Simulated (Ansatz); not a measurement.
Geometry optimisation.

Program: Ansatz.

```
crystal:
  lattice:
    - [2.9539824369, 1.7054825551, 5.3766916364]
    - [-2.9539824369, 1.7054825551, 5.3766916364]
    - [0.0, -3.4109651103, 5.3766916364]
  atoms:
    - { symbol: Ga, position: [0.85218, 0.85218, 0.85218] }
    - { symbol: Ga, position: [0.64782, 0.64782, 0.64782] }
    - { symbol: Ga, position: [0.14782, 0.14782, 0.14782] }
    - { symbol: Ga, position: [0.35218, 0.35218, 0.35218] }
    - { symbol: Si, position: [0.05625, 0.44375, 0.75] }
    - { symbol: Si, position: [0.75, 0.05625, 0.44375] }
    - { symbol: Si, position: [0.44375, 0.75, 0.05625] }
    - { symbol: Si, position: [0.94375, 0.55625, 0.25] }
    - { symbol: Si, position: [0.25, 0.94375, 0.55625] }
    - { symbol: Si, position: [0.55625, 0.25, 0.94375] }
basis:
  ecutwfc: 420
kpoints:
  mp_grid: { grid: [6, 6, 6] }
hamiltonian:
  xc: pbe
scf:
  occupations: { method: gaussian, width: 0.1 }
  lower_state_search: "off"
output:
  forces: true
  stress: true
  eigenvalues: true
relax:
  adjacent_minimum: "off"
  f_tol: 0.04
  max_steps: 70
  cell: { stress_tol: 0.4 }
```

Run as:
```bash
ansatz run input.yaml --threads 1 --pin off --max-ram 2560MiB --backend cpu --events-out ev --progress --plain --runs-dir out
```

> How does the optimisation go?

The optimisation met its thresholds at geometry 10, counting the start as the first. The energy fell by about 390 meV/atom from the first step to the last. Step 8 went uphill and was rejected by the line search. The largest force component goes from about 0.41 eV/Å at the start to 7 × 10⁻³ eV/Å at the end, with a peak of 0.69 eV/Å at step 6. The volume grows from 16.3 to 18.1 Å³ per atom (+11 %), overshooting to 19.7 at step 4, as the pressure goes from 22 GPa to about 0 GPa.

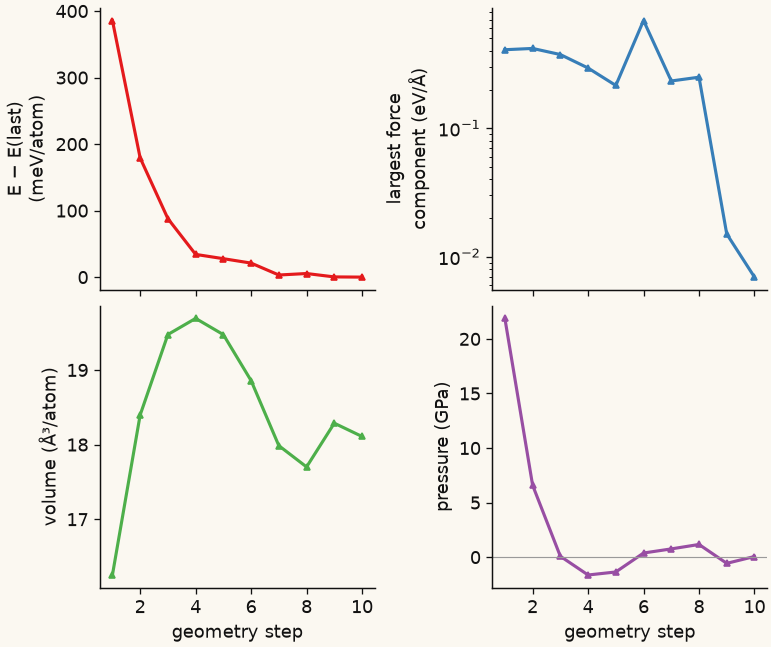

History of the run, step by step. Atoms and cell relax. A closing SCF on a freshly chosen basis isn't drawn.
